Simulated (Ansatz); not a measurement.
The calculation's input:

```
crystal:
  periodic: [false, false, false]
  atoms:
    - {symbol: B, position_ang: [-0.353227, 0.412482, 0.535103]}
    - {symbol: F, position_ang: [0.205839, -2.572756, 0.753289]}
    - {symbol: Si, position_ang: [0.736266, -1.096931, 1.062358]}
    - {symbol: Si, position_ang: [-2.092388, 0.371579, -0.368794]}
    - {symbol: H, position_ang: [2.048090, -1.186314, 1.737423]}
    - {symbol: H, position_ang: [0.115090, 1.494460, 0.805431]}
basis:
  gaussian:
    orbitals: def2-TZVPD
total_charge: 1
output: {forces: true, orbitals: {seedname: orbitals}}
hamiltonian:
  xc: pbe0
magnetization:
  spin_polarized: true
  initial_magnetization: 1
```

Command:

```sh
ansatz run input.yaml --threads 1 --pin off --max-ram 2610MiB --events-out events.jsonl --progress --plain --runs-dir runs
```

Geometry: B3LYP-D3(BJ)/def2-SVP.

Level of theory: isolated molecule in a Gaussian basis; Kohn-Sham density functional theory, functional PBE0 in Ansatz.

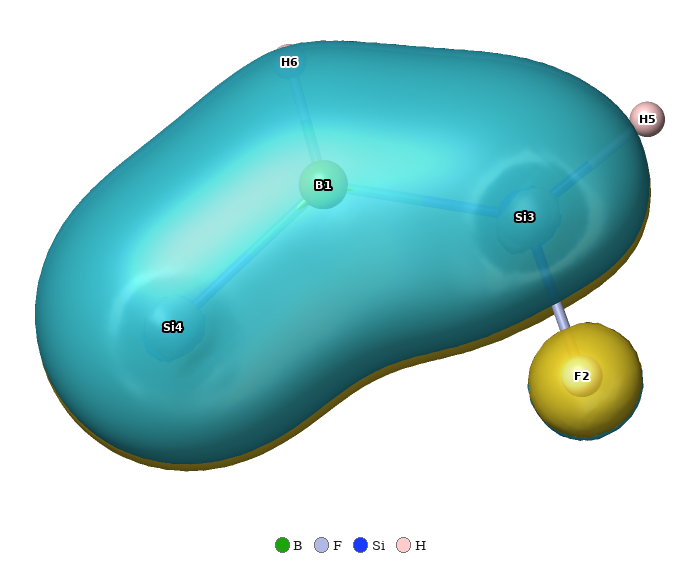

BFH₂Si₂ (charge +1, doublet). One frontier orbital at ±0.06 Å⁻³ᐟ² (yellow and cyan are the two phases), seen across its widest extent.

Q: Which orbital is it: HOMO (β) or LUMO (β)?

A: The LUMO (β), at −9.44 eV. Its weight (Hirshfeld) is mainly on Si4 (about 35 %), B1 (about 30 %) and Si3 (about 25 %); it changes sign across the molecular plane (π type); π-bonding across B1–Si3 and B1–Si4.
